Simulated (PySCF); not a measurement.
FHfO (charge +1)

Input

```
mol = gto.M(atom='''
Hf     0.01437     0.00000    -0.37334
O      1.35548     0.00000     0.68831
F     -1.47206     0.00000     0.75450''',
    basis={'Hf': 'def2-SVP', 'O': 'def2-SVP', 'F': 'def2-SVP'},
    ecp={'Hf': 'def2-SVP'},
    charge=1, spin=0)
mf = dft.RKS(mol, xc='PBE0')
mf.grids.atom_grid = (75, 302)  # f atoms: at least (60, 302), unpruned
mf = mf.density_fit()  # Hf def2-universal-JKFIT, O def2-universal-JKFIT, F def2-universal-JKFIT
mf.conv_tol = 1e-09; mf.max_cycle = 55
mf.kernel(dm0)
```

Launched as:

```sh
OMP_NUM_THREADS=2 python run.py
```

Core potentials replace the inner electrons of Hf.

All numbers below come from RKS PBE0, Hf def2-SVP with ECP60, O def2-SVP, F def2-SVP; non-relativistic Hamiltonian with scalar-relativistic core potentials where named; density fitting (PySCF).

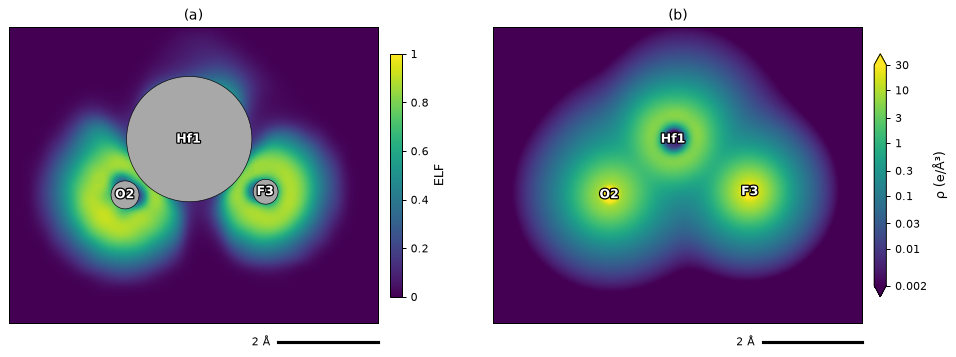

Figure 1. (a) ELF; (b) electron density on the molecular plane. Grey discs cover the atomic cores in the ELF map.

Q: Read the bonding off the picture.

A: Atoms in the plane: Hf, O and F. Hf–O (1.71 Å): ρ is about 1.7 e/Å³ halfway; the ELF peaks at about 0.80 in the valence shell of O, 0.5 Å from its nucleus, and drops to about 0.40 between the two atoms. Hf–F (1.87 Å): ρ at the midpoint is about 0.99 e/Å³; the ELF peaks at about 0.85 in the valence shell of F, 0.5 Å from its nucleus, and drops to about 0.25 between the two atoms.

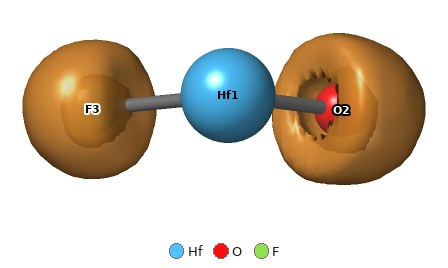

Figure 2. Isosurface of the ELF at 0.75 (orange), seen from one side. Only the valence region is drawn (cores and ρ < 0.01 e/Å³ removed).

Q: What do the ELF domains correspond to?

A: At this value the surface marks out one region wrapped around F (its valence shell) and one region wrapped around O (its valence shell).

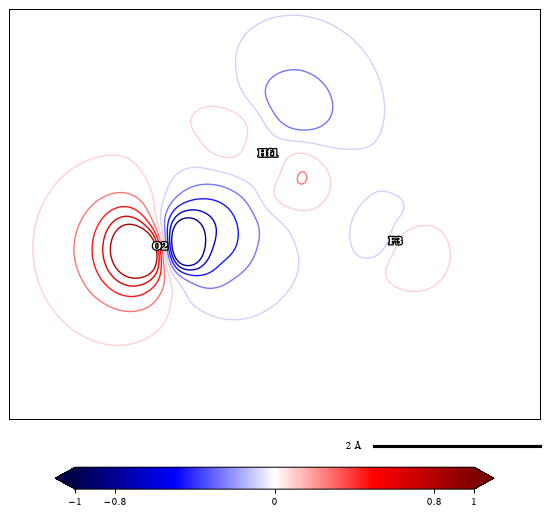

Figure 3. The HOMO−1 on the molecular plane (values in Å⁻³ᐟ²; the overall sign is arbitrary).

Q: Describe this orbital and give its energy.

A: It lies mainly on O2 (about 70 %) and Hf1 (about 25 %); it is symmetric in the molecular plane (an in-plane orbital: σ, lone-pair or in-plane π type). Its energy is −15.36 eV.
